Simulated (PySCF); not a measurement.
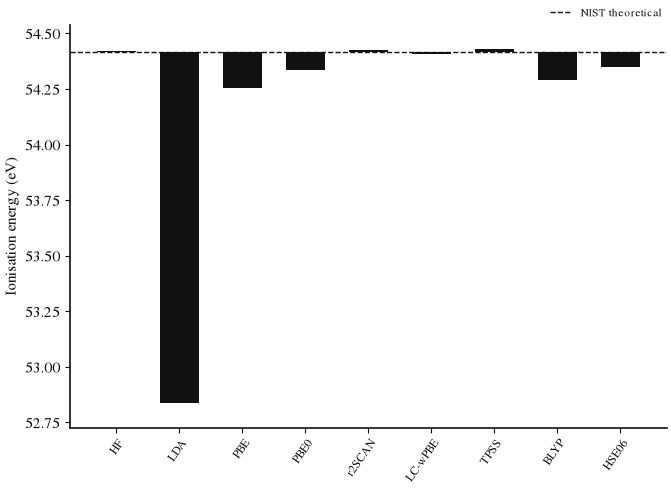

The ionisation energy of He⁺ (1s → bare nucleus) across levels of theory. PySCF, x2c-QZVPPall plus 1 diffuse shell for each l, spin-free X2C-1e, unrestricted single determinants, no spin-orbit coupling.

Which methods come out highest, lowest and best?

Answer. The values run from 52.84 eV (LDA) to 54.43 eV (r2SCAN and TPSS). The NIST theoretical value is 54.42 eV; nearest to it come HF (+0.00) and r2SCAN (+0.01), furthest LDA (−1.58 eV).

```
 Method  Ionisation energy (eV)
     HF                   54.42
    LDA                   52.84
    PBE                   54.25
   PBE0                   54.33
 r2SCAN                   54.43
LC-wPBE                   54.41
   TPSS                   54.43
   BLYP                   54.29
  HSE06                   54.35
```
